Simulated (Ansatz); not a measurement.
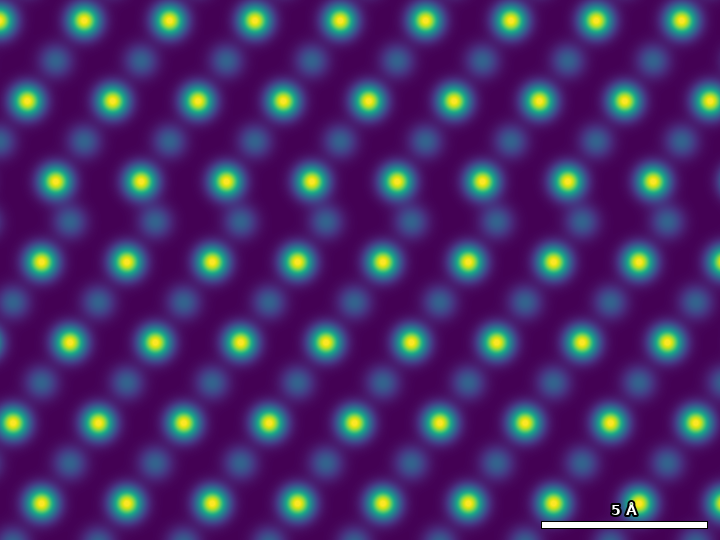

HAADF-like image of SiN (Fm-3m, No. 225) along [110]. Simulation: incoherent imaging, intensity Z^1.7 per atom, probe width 0.78 Å, thin sample.

One planar defect was built into the perfect crystal by geometry alone, without relaxation. Host structure: the end point of a relaxation with DFT PBE, scalar-relativistic, plane waves, PAW (Ansatz); the starting structure was generated, so it need not be a known form of this composition.

Find the planar defect and say what kind it is.

A planar fault (a stacking fault or antiphase boundary) runs horizontally about 6 Å below the top edge. The part above it is shifted along the boundary by 1/2 of the 2.61 Å repeat of the rows (1.3 Å to the right, the same as to the left); both parts keep the same orientation.
